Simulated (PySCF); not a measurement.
# C7H11ClSi2: what the fields show

```csv
atom,x (Å),y (Å),z (Å)
C,2.9776,1.2612,-1.3256
C,2.0745,0.3929,-0.5999
C,1.3337,-0.3344,0.0013
C,0.4346,-1.2019,0.7302
Si,-0.4489,-0.1848,2.1285
Si,-1.9507,1.0520,0.8814
C,-1.5783,0.3991,-0.8869
C,-1.4998,-1.0898,-0.8772
C,-0.6127,-1.7800,-0.1652
Cl,-0.6678,-3.5249,-0.2075
H,3.9216,1.3474,-0.7877
H,2.5408,2.2549,-1.4322
H,3.1738,0.8549,-2.3181
H,1.0224,-2.0108,1.1707
H,0.6065,0.5320,2.8542
H,-1.0212,-1.1690,3.0559
H,-1.7778,2.5102,0.8799
H,-3.3665,0.7960,1.1781
H,-0.6196,0.8158,-1.2005
H,-2.3277,0.7222,-1.6063
H,-2.2236,-1.6262,-1.4736
```

Geometry: GFN2-xTB.

All numbers below come from PBE0/pcSseg-1, SCF density, gas phase, non-relativistic (PySCF).

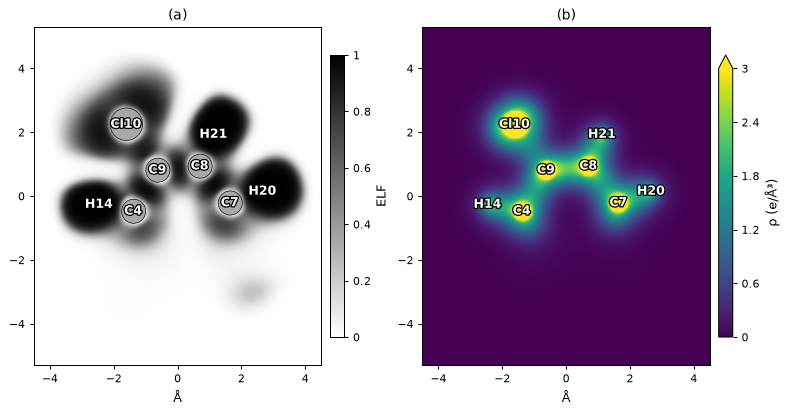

Figure 1. (a) ELF; (b) electron density on the plane of atoms C4, C9 and C8. Grey discs cover the atomic cores in the ELF map.

> Interpret the plot.

Atoms in the plane: C, Cl and H. C–Cl (1.75 Å): ρ at the midpoint is about 1.4 e/Å³; the ELF peaks at about 0.90 between the atoms (a covalent bond). C–H (1.08 Å): the density is about 2 e/Å³ at the midpoint; the ELF climbs to about 1 towards the hydrogen, as it does in any bond to H; an ordinary covalent bond to hydrogen. C–C (1.33 Å): ρ is about 2.3 e/Å³ halfway; the ELF peaks at about 0.90 between the atoms: a multiple bond. The ELF also peaks beside Cl10, away from the bonds: lone-pair regions.

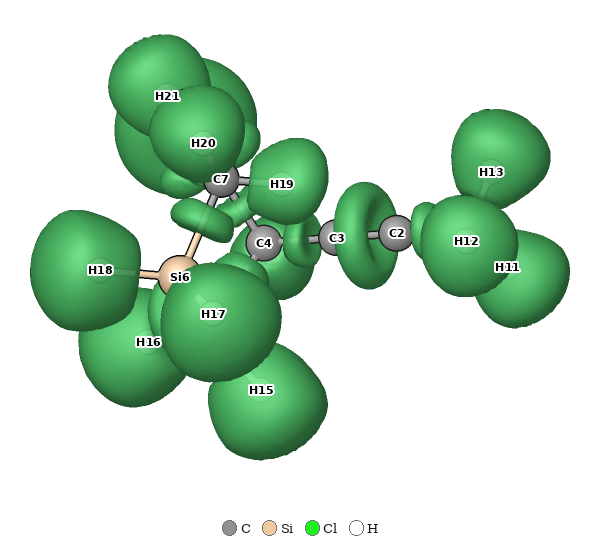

Figure 2. Isosurface of the ELF at 0.8 (green), seen from one side. Only the valence region is drawn (cores and ρ < 0.01 e/Å³ removed).

> Identify the bonds, lone pairs and shells in this picture.

At this value the surface marks out six regions between bonded C–C atoms (shared pairs), one region between bonded C–Cl atoms (shared pairs), two regions between bonded C–Si atoms (shared pairs), one region between bonded Si–Si atoms (shared pairs), eleven regions around hydrogen nuclei and one ring or bowl of non-bonding electrons around Cl. Along the contacts the grid gives the following. C–C (1.20 Å): the ELF peaks at about 0.80 between the atoms: a short, multiple covalent bond.

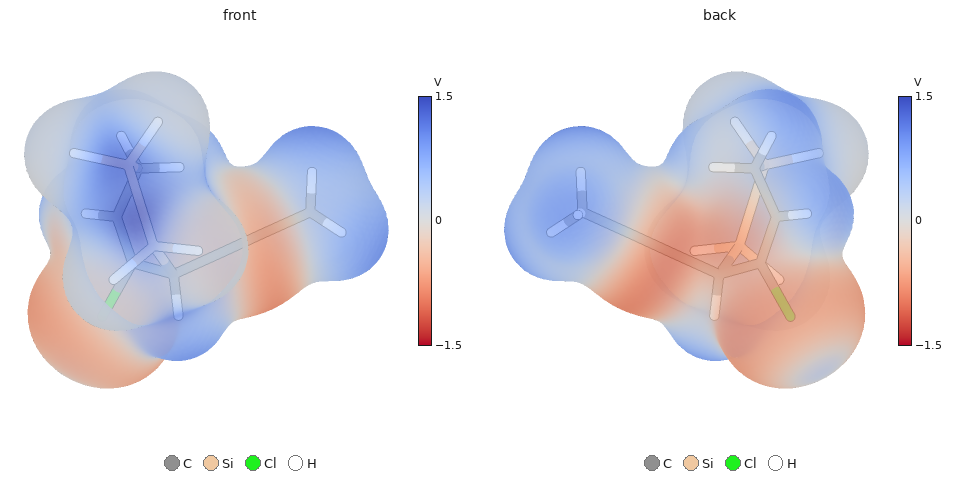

Figure 3. The molecular electrostatic potential painted on the density surface at 0.002 e/bohr³, seen from the front and from behind; the colour scale runs from red (negative) to blue (positive).

> Where is the surface potential most negative and most positive?

The most negative region (about −0.9 V) lies over C2 and C3, the most positive (about +1.2 V) over Si5 and Si6. Cl10 shows a σ-hole: about +0.2 V at the tip opposite its bond, against about −0.6 V on its flanks.
